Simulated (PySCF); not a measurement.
# B2PLYP/STO-3G run of H3PO (SMILES O=[PH3])

Aim: the vertical ionisation energy of H3PO at B2PLYP/STO-3G, from 2 runs. The job is set up through a Python script.

The results are computed with PySCF 2.14.0.

8 further runs of the same task are left out: 8 set aside as unsound or not needed.

**1. The system as given**

H3PO: 5 atoms, total charge 0, spin state singlet. As SMILES, `O=[PH3]`. The coordinates come from a GFN2-xTB relaxation.

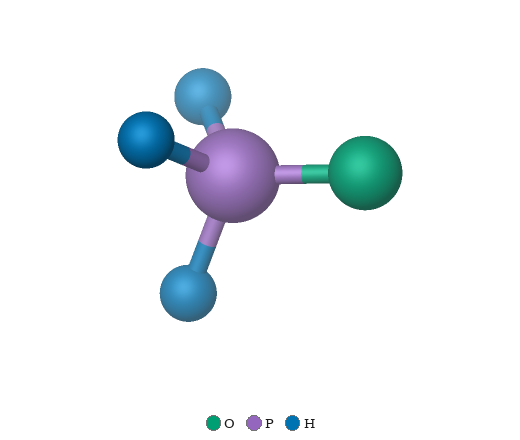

The structure, seen from a chosen angle (oxygen teal, phosphorus purple, hydrogen blue).

**2. The energy at B2PLYP/STO-3G**

Input file run.py:

```python
from pyscf import gto, dft, mp

molecule = gto.M(
    atom='''
O     -2.611526    -0.620340     1.007130
P     -0.110568    -0.027684     0.042576
H      1.525122     1.067431     1.775209
H      1.254136    -2.075524    -0.859618
H     -0.057164     1.656118    -1.965296
''',
    unit='bohr',
    verbose=3,
    basis='sto-3g',
    spin=0,
    max_memory=1860,
)

ks = dft.RKS(molecule, xc='0.53*HF + 0.47*B88, 0.73*LYP')
ks.conv_tol = 1e-10
ks.grids.level = 5
ks.kernel()
if not ks.converged:
    ks = ks.newton().run(ks.mo_coeff, ks.mo_occ)

pt = mp.MP2(ks, frozen=6).run()
etot = ks.e_tot + 0.27 * pt.e_corr
print('PT2 part  %.8f' % (0.27 * pt.e_corr))
print('E(%s) = %.9f' % ('B2PLYP', etot))
```

Launch:

```sh
$ OMP_NUM_THREADS=1 python run.py
```

Log:

```text
converged SCF energy = -413.012073206551
E(RMP2) = -413.140685278521  E_corr = -0.128612071970085
E(SCS-RMP2) = -413.145639629719  E_corr = -0.133566423168579
PT2 part  -0.03472526
E(B2PLYP) = -413.046798466
```

Run time: 2.5 s. Hardware: 1 thread of Arm Neoverse V2, shared host; peak memory 0.19 GiB.

**3. The doublet cation at the same level**

Input file input.xyz:

```xyz
5

O     -1.381960    -0.328270     0.532950
P     -0.058510    -0.014650     0.022530
H      0.807060     0.564860     0.939400
H      0.663660    -1.098320    -0.454890
H     -0.030250     0.876380    -1.039990
```

Input file job.py:

```python
from pyscf import gto, dft, mp

mol = gto.M(
    atom='input.xyz',
    charge=1,
    verbose=3,
    max_memory=1860,
    basis='sto-3g',
    spin=1,
)

calc0 = dft.UKS(mol, xc='0.53*HF + 0.47*B88, 0.73*LYP')
calc0.grids.level = 5
calc0.conv_tol = 1e-10
calc0.kernel()
if not calc0.converged:
    calc0 = calc0.newton().run(calc0.mo_coeff, calc0.mo_occ)

pt = mp.MP2(calc0, frozen=6).run()
etot = calc0.e_tot + 0.27 * pt.e_corr
print('PT2 part  %.8f' % (0.27 * pt.e_corr))
print('Final energy', etot)
```

Launch:

```sh
$ OMP_NUM_THREADS=1 python job.py
```

Log:

```text
WARN: HOMO -0.341982831432147 >= LUMO -0.341982831432148

converged SCF energy = -412.809469824503  <S^2> = 0.75465465  2S+1 = 2.0046492
E(UMP2) = -412.889648872182  E_corr = -0.0801790476790863
E(SCS-UMP2) = -412.897931344241  E_corr = -0.0884615197371714
PT2 part  -0.02164834
Final energy -412.8311181673767
```

Run time: 4.8 s. Hardware: 1 thread of Arm Neoverse V2, shared host; peak memory 0.19 GiB.

**4. Summary of results**

At B2PLYP/STO-3G, 6 core orbitals frozen:

| quantity | value |
| --- | --- |
| singlet H3PO: total energy | -413.04680 Eh |
| singlet H3PO: dipole moment (SCF part) | 3.14 D |
| singlet H3PO: HOMO energy (SCF part's orbitals) | -4.21 eV |
| singlet H3PO: LUMO energy (SCF part's orbitals) | 9.70 eV |
| singlet H3PO: HOMO–LUMO gap (SCF part's orbitals) | 13.90 eV |
| doublet cation: total energy | -412.83112 Eh |
| doublet cation: HOMO energy (SCF part's orbitals) (highest over α and β) | -15.88 eV |
| doublet cation: LUMO energy (SCF part's orbitals) (lowest over α and β) | -7.00 eV |
| doublet cation: ⟨S²⟩ | 0.755 |
| vertical ionisation energy (to the doublet cation) | 5.869 eV |

The vertical ionisation energy comes to 5.87 eV (135 kcal/mol). The negative HOMO energy of the first species, 4.21 eV, lies 1.66 eV below that difference. In a minimal basis such a difference can be off by several eV, whatever the method.
